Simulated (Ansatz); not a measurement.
# C10H19NTi (SMILES C[N](C)[Ti]1234([CH3])([CH3])[CH]5[CH]1[CH]2[C]3(C)[CH]54): what the fields show

```xyz
31

C     0.4092    2.5396   -0.4415
N     0.2267    1.5143    0.5518
C     0.9488    1.7858    1.7655
Ti   -0.6029   -0.1561    0.2185
C    -1.9854    0.2278   -1.3149
C    -1.8470   -0.3782    1.8983
C     0.4125   -2.1674    1.0025
C    -0.5003   -2.5703    0.0095
C    -0.0864   -2.0129   -1.2125
C     1.0945   -1.2643   -0.9892
C     1.8766   -0.5164   -2.0149
C     1.4011   -1.3728    0.3848
H     1.4712    2.6766   -0.6983
H     0.0335    3.5090   -0.0828
H    -0.1306    2.2976   -1.3592
H     0.8086    0.9830    2.4932
H     2.0298    1.8943    1.5841
H     0.6004    2.7168    2.2356
H    -1.5428    0.3904   -2.3025
H    -2.4914    1.1511   -1.0030
H    -2.7347   -0.5640   -1.4050
H    -1.2892   -0.3690    2.8407
H    -2.4977    0.5049    1.8838
H    -2.4672   -1.2777    1.8798
H     0.3527   -2.4072    2.0533
H    -1.3947   -3.1532    0.1715
H    -0.5910   -2.1170   -2.1613
H     2.4812    0.2683   -1.5572
H     1.2250   -0.0524   -2.7588
H     2.5550   -1.1876   -2.5506
H     2.2345   -0.8931    0.8787
```

Geometry: PBE0-D4/def2-TZVP.

The calculation used RKS PBE0-D4/def2-TZVPP in Ansatz 0.2.0.

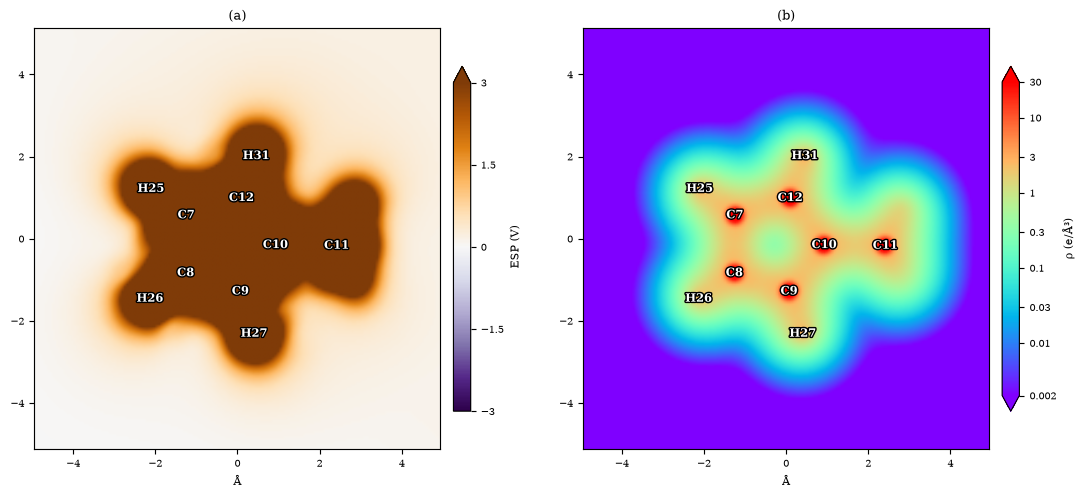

Figure 1. (a) molecular electrostatic potential; (b) electron density on the plane of atoms C10, C12 and H31.

### Describe what can be read from this map.

The plane passes through C and H nuclei.
C–C (1.41 Å): ρ is about 2.1 e/Å³ halfway.
C–H (1.08 Å): the density is about 2.1 e/Å³ at the midpoint.
C–C (1.49 Å): ρ at the midpoint is about 1.8 e/Å³.
The potential has no marked negative region in this plane.

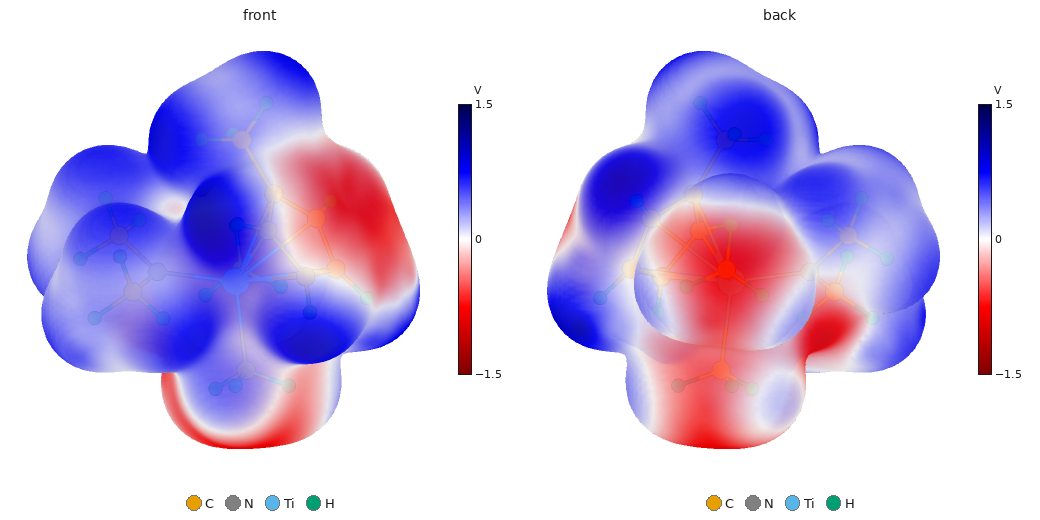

Figure 2. The electrostatic potential painted on the density surface at 0.002 e/bohr³, seen from the front and from behind; red is negative and blue positive.

### Describe the electrostatic potential map.

The most negative region (about −0.8 V) lies over N2 and C6, the most positive (about +1.0 V) over H26 and H31.

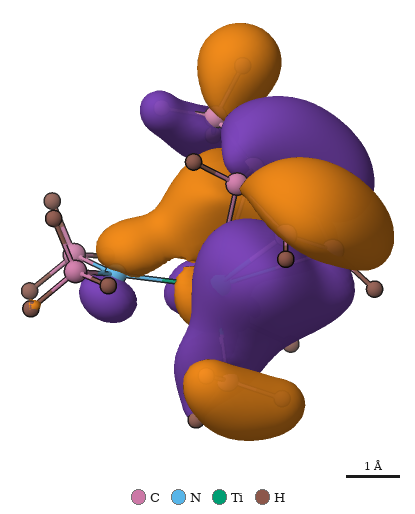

Figure 3. The HOMO−1 at ±0.06 Å⁻³ᐟ² (orange and purple are the two phases), seen at a tilt.

### Where does this orbital lie, and at what energy?

Its weight (Hirshfeld) is mainly on C7 (about 20 %), C10 (about 20 %), Ti4 (about 15 %), C9 (about 10 %) and C8 (about 10 %). Its energy is −6.90 eV.

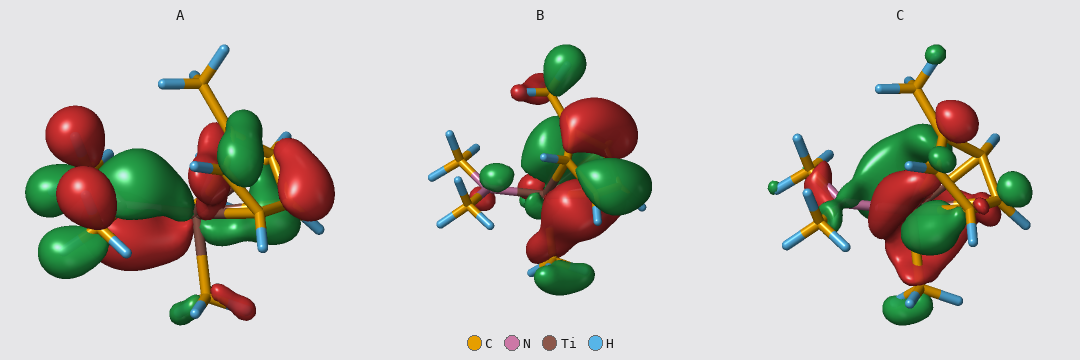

Figure 4. Three frontier orbitals at ±0.08 Å⁻³ᐟ² (green and red are the two phases), in no order.

### Order the three orbitals by energy and name them.

B is the HOMO−1 (−6.90 eV). Its weight (Hirshfeld) is mainly on C7 (about 20 %), C10 (about 20 %), Ti4 (about 15 %), C9 (about 10 %) and C8 (about 10 %). A is the HOMO (−6.15 eV). By Hirshfeld shares it lies mainly on N2 (about 40 %), Ti4 (about 10 %), C8 (about 5 %) and C1 (about 5 %). C is the LUMO (−1.09 eV). By Hirshfeld shares it lies mainly on Ti4 (about 65 %).

### What is the HOMO–LUMO gap?

5.06 eV between the orbital energies.
